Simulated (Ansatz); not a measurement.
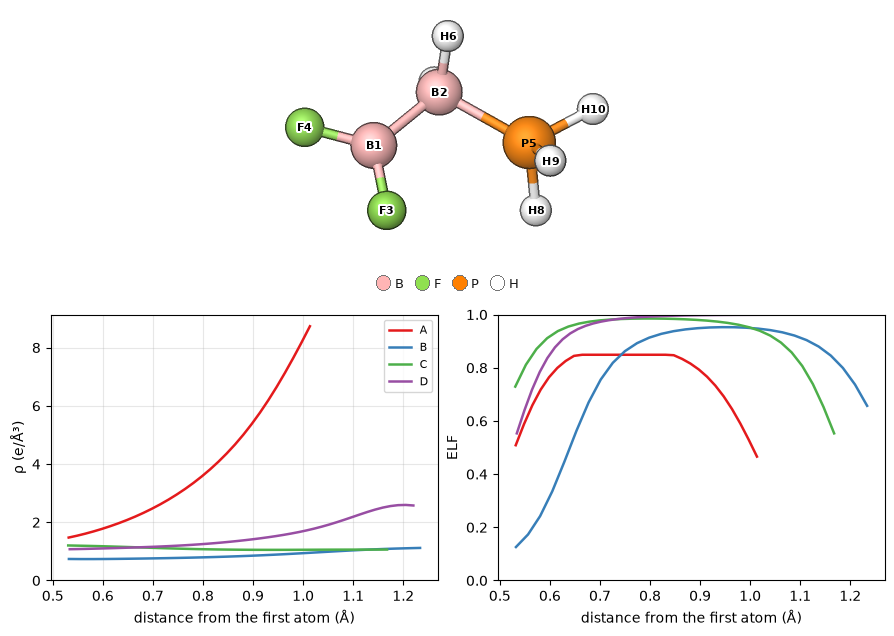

The picture shows: B₂F₂H₅P. Total electron density and electron localisation function along straight lines between neighbouring atoms. The curves leave out the atomic cores. The structure is drawn too.

Geometry: B3LYP-D3(BJ)/def2-SVP.

Theory: Ansatz 0.2.0, isolated molecule in a Gaussian basis; Kohn-Sham density functional theory, functional PBE0.

Input

```
basis:
  gaussian:
    orbitals: def2-TZVPD
crystal:
  periodic: [false, false, false]
  atoms:
    - {symbol: B, position_ang: [0.128342, -0.215771, -0.832432]}
    - {symbol: B, position_ang: [-0.884604, 0.029228, 0.508769]}
    - {symbol: F, position_ang: [0.602966, 0.789473, -1.591464]}
    - {symbol: F, position_ang: [0.530356, -1.416602, -1.236608]}
    - {symbol: P, position_ang: [-1.166373, 1.936625, 0.673222]}
    - {symbol: H, position_ang: [-0.383412, -0.293966, 1.573340]}
    - {symbol: H, position_ang: [-2.006864, -0.429695, 0.370878]}
    - {symbol: H, position_ang: [-1.761310, 2.602157, -0.425007]}
    - {symbol: H, position_ang: [-0.022711, 2.748002, 0.864898]}
    - {symbol: H, position_ang: [-1.987613, 2.406455, 1.727101]}
hamiltonian:
  xc: pbe0
output:
  forces: true
  orbitals: {seedname: orbitals}
```

Run with:

```sh
ansatz run input.yaml --threads 2 --pin off --max-ram 4350MiB --events-out events.jsonl --progress --plain --runs-dir runs
```

> Which curve belongs to which contact (B–B, B–F, B–H and B–P)? The first atom named is at distance zero.

Curve A: B–F (1.33 Å): the density is about 2.2 e/Å³ at the midpoint; the ELF peaks at about 0.85 between the atoms (a shared but strongly polarised pair). Curve B: B–P (1.94 Å): ρ is about 0.91 e/Å³ halfway, with its minimum of 0.74 e/Å³ about 0.6 Å from B; the ELF peaks at about 0.95 between the atoms (localised, covalent bonding). Curve C: B–B (1.70 Å): the density is about 1.1 e/Å³ at the midpoint; the ELF peaks at about 1 between the atoms; a shared electron pair. Curve D: B–H (1.22 Å): ρ at the midpoint is about 1.1 e/Å³; the ELF climbs to about 1 towards the hydrogen, as it does in any bond to H; a covalent bond by its length.
